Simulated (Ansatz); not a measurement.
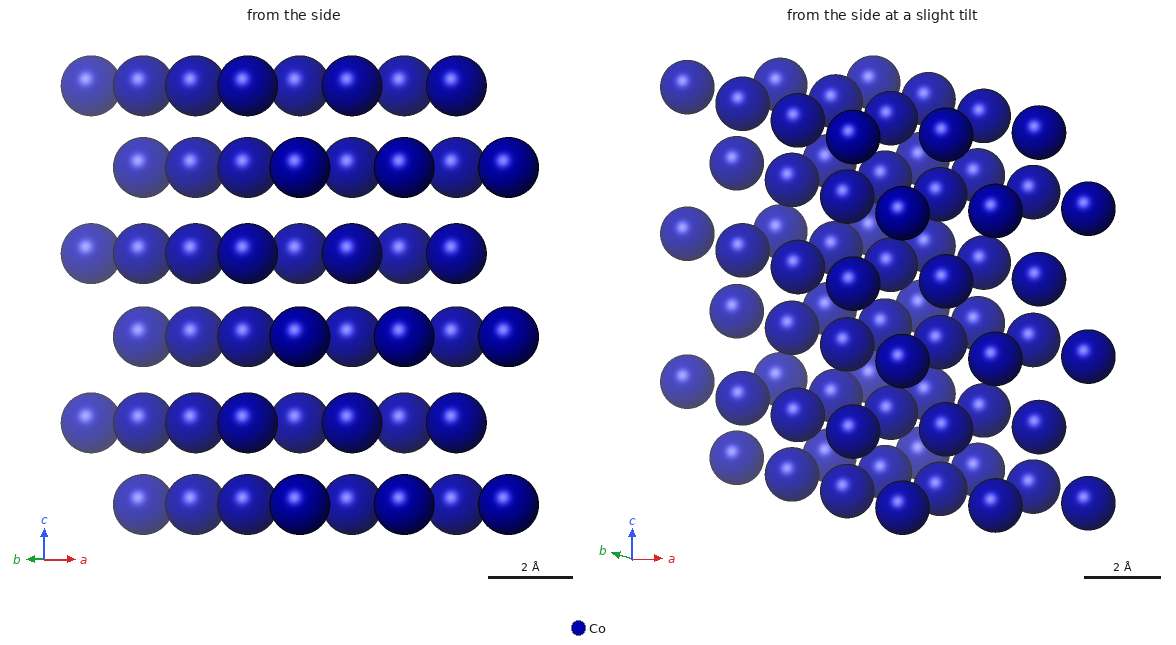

A spheres-only picture of a periodic slab, seen from the side and from the side at a slight tilt. The surface normal points up in side views; the vacuum is left out. 3×4 cells are drawn in the plane, with atoms at the edges repeated.

The cell holds 6 Co. The slab was cut from bulk Co (P6_3/mmc).

### Give the thickness from the bottom atom to the top atom.

About 10 Å from the lowest to the highest atom.

### What is the stacking of atomic planes, top to bottom?

Six planes: Co / Co / Co / Co / Co / Co.

### Which (hkl) is this?

(0 0 1).

Theory: DFT PBE, scalar-relativistic, plane waves, PAW (Ansatz 0.2.0). Numerical settings: a basis cut at 420 eV, k-grid 15×15×1, Gaussian smearing of 0.1 eV, collinear spins.

### What work functions does the calculation give?

4.95 eV on both faces.

Starting structure: a structure listed in the Materials Project, from which a slab was cut. The atoms were relaxed in a fixed cell with DFT PBE, scalar-relativistic, plane waves, PAW in Ansatz 0.2.0.
